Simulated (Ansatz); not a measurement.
ZnO (wurtzite)

```
CELL_PARAMETERS angstrom
      6.55919     0.00000     0.00000
     -1.63980     2.84021     0.00000
      0.00000     0.00000     5.29330
ATOMIC_POSITIONS crystal
  Zn 0.33333 0.33333 0.00215
  Zn 0.83333 0.33333 0.00215
  Zn 0.16667 0.66667 0.50215
  Zn 0.66667 0.66667 0.50215
  O  0.33333 0.33333 0.62305
  O  0.83333 0.33333 0.62305
  O  0.16667 0.66667 0.12305
  O  0.66667 0.66667 0.12305
```

A phonon eigenvector at M = (0.5, 0.0, 0.0) is frozen into this cell: atom i moves by Q times the vector below, so Q is the largest atomic displacement, in Å. The cell is held. (q is in reciprocal vectors of the primitive cell; the cell shown is doubled to hold the pattern.)

```json
[
 {"atom": "Zn1", "x": "0.789", "y": "0.456", "z": "-0.411"},
 {"atom": "Zn2", "x": "-0.789", "y": "-0.456", "z": "0.411"},
 {"atom": "Zn3", "x": "0.789", "y": "0.456", "z": "0.411"},
 {"atom": "Zn4", "x": "-0.789", "y": "-0.456", "z": "-0.411"},
 {"atom": "O5", "x": "0.069", "y": "0.040", "z": "0.122"},
 {"atom": "O6", "x": "-0.069", "y": "-0.040", "z": "-0.122"},
 {"atom": "O7", "x": "0.069", "y": "0.040", "z": "-0.122"},
 {"atom": "O8", "x": "-0.069", "y": "-0.040", "z": "0.122"}
]
```

These are PBE (plane waves to 420 eV, PAW, scalar-relativistic; Ansatz, an electronic-structure program) values and carry that method's errors. k mesh 6×12×6 (Γ-centred), Fermi-Dirac smearing 0.05 eV. E stands for the smeared free energy. ZnO was relaxed with its symmetry unable to fall. The zero of ΔE is the undisplaced structure.

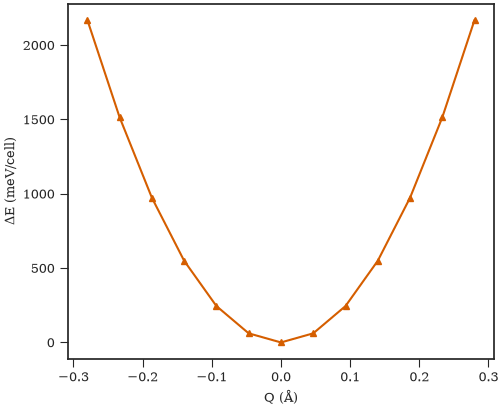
Figure: ΔE (meV/cell) against Q (Å); markers are the computed points, lines only join them.

What is the energy change at Q = 0.280 Å?

About 2200 meV/cell.

What harmonic wavenumber does the curvature at Q = 0 give?

About 240 cm⁻¹.

(A displaced cell: forces are minus the slopes of the energy, force constants its curvatures, and phonons follow from these.)
